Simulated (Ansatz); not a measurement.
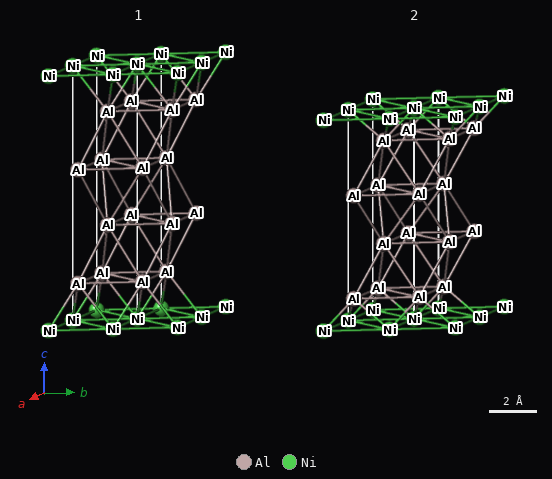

Two geometries of a crystal of Al$_{4}$Ni (a generated structure, set up in P-3m1) (coarse preliminary run), drawn at one scale. One is the start of a relaxation, the other its converged end. Style: ball-and-stick. Shown: the cell of the calculation, repeated 2 × 2 × 1 with one cell outlined, slightly off an axis.

These are results of DFT PBE, scalar-relativistic, plane waves, PAW in Ansatz 0.2.0, not measurements. Set-up: plane-wave cutoff 420 eV; k-point mesh 6 × 6 × 2; occupations gaussian; smearing width 0.1 eV; collinear spin; cell and atoms relaxed; force threshold 0.04 eV/Å; at most 70 steps.

### Which geometry has the lower energy?

Structure 1 is the relaxed one. The energy falls by 3.922 eV per cell of the calculation in 9 accepted moves (13 points after the start). Largest force component: 6.5 eV/Å at the start, 0.014 eV/Å at the end. The pressure goes from 44.55 to −0.10 GPa. The line search rejected the trial steps at points 6, 8 of the run. The SCF was repeated twice at an unchanged geometry on a basis and grid sized afresh for the cell, which shifted the energy by 50.5 meV per cell of the calculation at most. The largest moves relative to the cell, 0.40 Å, are those of Al atoms. Ni stays in place. The drawn cell changes as follows: a = b 2.857 → 2.802 Å (−1.9 %), c 9.187 → 11.097 Å (+20.8 %); the volume changes by +16.2 %. Among the contacts that change: Al–Ni 2.059 → 2.485 Å, Al–Al 2.801 → 3.047 Å, Al–Al 2.773 → 2.870 Å, Ni–Ni 2.857 → 2.802 Å. The space group stays P-3m1 (No. 164). The program noted that the starting moments weren't kept.
